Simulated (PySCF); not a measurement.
# C₆H₉BN₂: magnetic properties

What do calculations give for the magnetic properties of C₆H₉BN₂ (`C=CCB(CC#N)N=C`)?

Computed with PySCF 2.14.0 and routines of our own; the level stands in each step. Atoms count from 0.

### Step 1. The starting structure

18 atoms, charge 0, multiplicity 1; geometry from: GFN2-xTB.

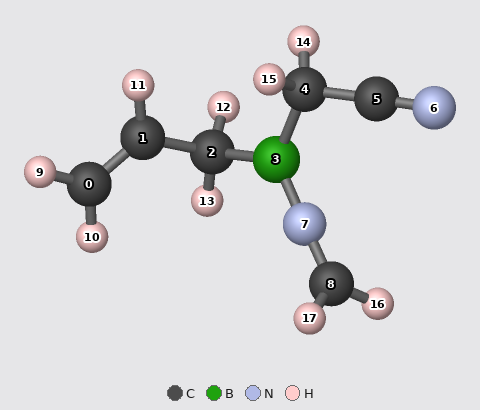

The starting geometry (carbon dark grey, boron green, nitrogen light blue, hydrogen pink).

### Step 2. Magnetic properties: GIAO B3LYP/pcSseg-1

Job settings and geometry (Å):

```
{"job": {"kind": "mag", "xc": "B3LYP", "basis": "pcSseg-1", "isotopologues": 0}, "charge": 0, "multiplicity": 1}
C      2.835837     0.501394     0.329671
C      1.998423    -0.399032    -0.152108
C      1.026530    -0.146342    -1.259363
B     -0.473076    -0.131031    -0.678863
C     -1.159613    -1.504383    -0.180059
C     -2.589634    -1.421845    -0.190457
N     -3.730803    -1.330685    -0.213403
N     -1.135144     1.021047    -0.554196
C     -1.759305     2.087583    -0.455701
H      3.512035     0.279531     1.137858
H      2.883295     1.501152    -0.070779
H      1.974389    -1.394924     0.272880
H      1.123794    -0.941146    -2.002130
H      1.268892     0.798934    -1.744963
H     -0.856715    -2.347265    -0.805112
H     -0.837410    -1.717411     0.843001
H     -2.389951     2.454921    -1.260970
H     -1.700304     2.695819     0.443518
```

Method: GIAO B3LYP/pcSseg-1 magnetisability, rotational g tensor and spin-rotation constants, non-relativistic, gas phase.

Run with:

```
$ OMP_NUM_THREADS=1 python excited_run.py task.json out
```

This one command runs all jobs of the session in turn.

The log of the run:

```text
coarse grid: 15312 points
cycle   1  E = -368.1930259562  dE =  1.150e+00  |g| = 6.454e-01  |ddm| = 3.848e+00
cycle   2  E = -367.9953640708  dE =  1.977e-01  |g| = 1.150e+00  |ddm| = 1.537e+00
cycle   3  E = -368.2888985207  dE = -2.935e-01  |g| = 2.241e-01  |ddm| = 1.009e+00
cycle   4  E = -368.2995181996  dE = -1.062e-02  |g| = 7.028e-02  |ddm| = 1.854e-01
cycle   5  E = -368.3003284443  dE = -8.102e-04  |g| = 3.909e-02  |ddm| = 7.126e-02
cycle   6  E = -368.3006536041  dE = -3.252e-04  |g| = 6.518e-03  |ddm| = 2.450e-02
cycle   7  E = -368.3006633189  dE = -9.715e-06  |g| = 1.828e-03  |ddm| = 6.453e-03
final grid: 148792 points
cycle   8  E = -368.3685845723  dE = -4.780e-05  |g| = 6.639e-03  |ddm| = 2.528e-02
cycle   9  E = -368.3685808381  dE =  3.734e-06  |g| = 7.667e-03  |ddm| = 1.138e-02
cycle  10  E = -368.3685958136  dE = -1.498e-05  |g| = 8.285e-04  |ddm| = 6.227e-03
cycle  11  E = -368.3685959643  dE = -1.506e-07  |g| = 2.865e-04  |ddm| = 7.670e-04
cycle  12  E = -368.3685959771  dE = -1.284e-08  |g| = 1.729e-04  |ddm| = 2.984e-04
cycle  13  E = -368.3685959832  dE = -6.070e-09  |g| = 4.332e-05  |ddm| = 1.391e-04
cycle  14  E = -368.3685959836  dE = -4.360e-10  |g| = 1.490e-05  |ddm| = 4.401e-05
converged SCF energy = -368.3685959836

Magnetisability tensor (1e-30 J/T^2)
    -1350.73      -30.31       28.57
      -30.31     -995.88      -35.64
       28.57      -35.64    -1248.88
isotropic -1198.50   principal values   -1359.39  -1248.34   -987.77
isotropic susceptibility -72.175 1e-6 cm^3/mol

Inertial axes            a          b          c
rot. const./GHz      2.6587     0.9167     0.7374
chi total           -81.193    -59.752    -75.581
chi diamagnetic    -573.367  -1395.979  -1713.686
chi paramagnetic    492.175   1336.228   1638.105
quadrupole/D A      -25.648     19.531      6.117
g nuclear            0.6083     0.5526     0.5573
g electronic        -0.6147    -0.5755    -0.5675
g total             -0.0064    -0.0229    -0.0102

Spin-rotation constants (kHz, H = +C I.J)
atom  isotope        aa         bb         cc
  3    11B        0.721      0.286      0.128
  6    14N        0.088      0.197      0.163
  7    14N        0.377      0.256      0.149
  9     1H       -0.112     -0.068     -0.012
 10     1H       -0.259      0.058     -0.070
 11     1H       -0.268      0.069     -0.066
 12     1H       -0.288     -0.048     -0.021
 13     1H       -0.233     -0.006     -0.068
 14     1H       -0.316     -0.020     -0.046
 15     1H       -0.283     -0.081     -0.004
 16     1H       -0.122     -0.035     -0.009
 17     1H       -0.251     -0.042      0.031
  0    13C*       0.684      0.344      0.203
  1    13C*       0.749      0.404      0.221
  2    13C*       0.472      0.169      0.122
  4    13C*       0.330      0.121      0.098
  5    13C*       0.076      0.389      0.345
  8    13C*       0.635      0.330      0.300
* in the singly substituted isotopologue
```

Wall time 37 s (1 thread of Arm Neoverse V1, shared host); peak memory 0.96 GiB.

In short:

```tsv
quantity	value
magnetisability	-1198·10⁻³⁰ J/T²
molar susceptibility	-72.2·10⁻⁶ cm³/mol
rotational g (a, b, c)	-0.0064, -0.0229, -0.0102
```

### Step 3. Magnetic properties: GIAO PW91/cc-pVDZ

Settings changed since step 2:

```diff
@@ -1,2 +1,2 @@
-{"job": {"kind": "mag", "xc": "B3LYP", "basis": "pcSseg-1", "isotopologues": 0}, "charge": 0, "multiplicity": 1}
+{"job": {"kind": "mag", "xc": "PW91", "basis": "cc-pVDZ", "scf": {"guess": "huckel"}}, "charge": 0, "multiplicity": 1}
 C      2.835837     0.501394     0.329671
```

Level: GIAO PW91/cc-pVDZ magnetisability, rotational g tensor and spin-rotation constants, non-relativistic, gas phase.

The log of the run:

```text
final grid: 148792 points
cycle   1  E = -356.8548273601  dE =  6.750e+00  |g| = 5.469e+00  |ddm| = 1.507e+01
cycle   2  E = -278.1026806687  dE =  7.875e+01  |g| = 1.211e+01  |ddm| = 7.312e+01
cycle   3  E = -349.8219801202  dE = -7.172e+01  |g| = 4.679e+00  |ddm| = 7.432e+01
cycle   4  E = -297.5584270156  dE =  5.226e+01  |g| = 9.686e+00  |ddm| = 6.784e+01
cycle   5  E = -344.4673448811  dE = -4.691e+01  |g| = 6.264e+00  |ddm| = 5.644e+01
cycle   6  E = -359.5969940527  dE = -1.513e+01  |g| = 4.027e+00  |ddm| = 1.392e+01
cycle   7  E = -360.1014852531  dE = -5.045e-01  |g| = 4.216e+00  |ddm| = 5.142e+00
cycle   8  E = -367.5577768396  dE = -7.456e+00  |g| = 1.363e+00  |ddm| = 5.168e+00
cycle   9  E = -365.4947429901  dE =  2.063e+00  |g| = 2.212e+00  |ddm| = 4.314e+00
cycle  10  E = -367.5300341942  dE = -2.035e+00  |g| = 1.703e+00  |ddm| = 4.454e+00
cycle  11  E = -368.1483491916  dE = -6.183e-01  |g| = 6.041e-01  |ddm| = 2.991e+00
cycle  12  E = -368.2151040191  dE = -6.675e-02  |g| = 3.068e-01  |ddm| = 1.103e+00
cycle  13  E = -368.2418356677  dE = -2.673e-02  |g| = 1.039e-01  |ddm| = 5.774e-01
cycle  14  E = -368.2436090859  dE = -1.773e-03  |g| = 6.972e-02  |ddm| = 1.926e-01
cycle  15  E = -368.2448190752  dE = -1.210e-03  |g| = 1.318e-02  |ddm| = 1.107e-01
cycle  16  E = -368.2448577911  dE = -3.872e-05  |g| = 5.277e-03  |ddm| = 2.871e-02
cycle  17  E = -368.2448641854  dE = -6.394e-06  |g| = 2.939e-03  |ddm| = 1.225e-02
cycle  18  E = -368.2448661451  dE = -1.960e-06  |g| = 9.085e-04  |ddm| = 4.676e-03
cycle  19  E = -368.2448663436  dE = -1.985e-07  |g| = 3.589e-04  |ddm| = 1.722e-03
cycle  20  E = -368.2448663731  dE = -2.942e-08  |g| = 1.560e-04  |ddm| = 6.978e-04
cycle  21  E = -368.2448663792  dE = -6.185e-09  |g| = 6.012e-05  |ddm| = 3.145e-04
cycle  22  E = -368.2448663800  dE = -8.075e-10  |g| = 2.314e-05  |ddm| = 1.123e-04
converged SCF energy = -368.2448663800

Magnetisability tensor (1e-30 J/T^2)
    -1316.11      -23.66       30.35
      -23.66     -972.57      -37.95
       30.35      -37.95    -1219.00
isotropic -1169.22   principal values   -1325.26  -1217.79   -964.62
isotropic susceptibility -70.412 1e-6 cm^3/mol

Inertial axes            a          b          c
rot. const./GHz      2.6587     0.9167     0.7374
chi total           -78.979    -58.440    -73.817
chi diamagnetic    -572.029  -1392.160  -1710.529
chi paramagnetic    493.050   1333.720   1636.711
quadrupole/D A      -23.214     17.752      5.462
g nuclear            0.6083     0.5526     0.5573
g electronic        -0.6158    -0.5744    -0.5670
g total             -0.0075    -0.0218    -0.0097

Spin-rotation constants (kHz, H = +C I.J)
atom  isotope        aa         bb         cc
  3    11B        0.649      0.257      0.116
  6    14N        0.080      0.174      0.144
  7    14N        0.351      0.226      0.135
  9     1H       -0.109     -0.069     -0.011
 10     1H       -0.259      0.059     -0.070
 11     1H       -0.266      0.070     -0.066
 12     1H       -0.288     -0.046     -0.020
 13     1H       -0.233     -0.003     -0.068
 14     1H       -0.317     -0.020     -0.044
 15     1H       -0.284     -0.081     -0.001
 16     1H       -0.119     -0.034     -0.009
 17     1H       -0.249     -0.041      0.031
  0    13C*       0.622      0.305      0.178
  1    13C*       0.677      0.357      0.194
  2    13C*       0.423      0.152      0.107
  4    13C*       0.286      0.107      0.087
  5    13C*       0.076      0.337      0.297
  8    13C*       0.555      0.297      0.266
* in the singly substituted isotopologue
```

It took 60 s on 1 thread of Arm Neoverse V1, shared host; peak memory 0.7 GiB.

In short:

```tsv
quantity	value
magnetisability	-1169·10⁻³⁰ J/T²
molar susceptibility	-70.4·10⁻⁶ cm³/mol
rotational g (a, b, c)	-0.0075, -0.0218, -0.0097
```

### Step 4. The levels compared

```tsv
level	ξ (10⁻³⁰ J/T²)	g(a)	g(b)	gap (eV)	functions	time
GIAO B3LYP/pcSseg-1	-1198	-0.0064	-0.0229	5.64	198	37 s
GIAO PW91/cc-pVDZ	-1169	-0.0075	-0.0218	3.92	171	60 s
```

### Step 5. What came out

| quantity | value |
| --- | --- |
| magnetisability (step 2, GIAO B3LYP/pcSseg-1) | -1198·10⁻³⁰ J/T² |
| molar susceptibility (step 2, GIAO B3LYP/pcSseg-1) | -72.2·10⁻⁶ cm³/mol |
| rotational g (a, b, c) (step 2, GIAO B3LYP/pcSseg-1) | -0.0064, -0.0229, -0.0102 |
| magnetisability over the levels | -1198 to -1169·10⁻³⁰ J/T² |

The magnetisability spreads by 2.5 % over 2 levels, from GIAO B3LYP/pcSseg-1 (37 s) to GIAO PW91/cc-pVDZ (60 s); the runs took 37 s to 60 s. Two levels can agree by chance, so this spread shows no convergence. Vibrational averaging and real surroundings are missing from these values.
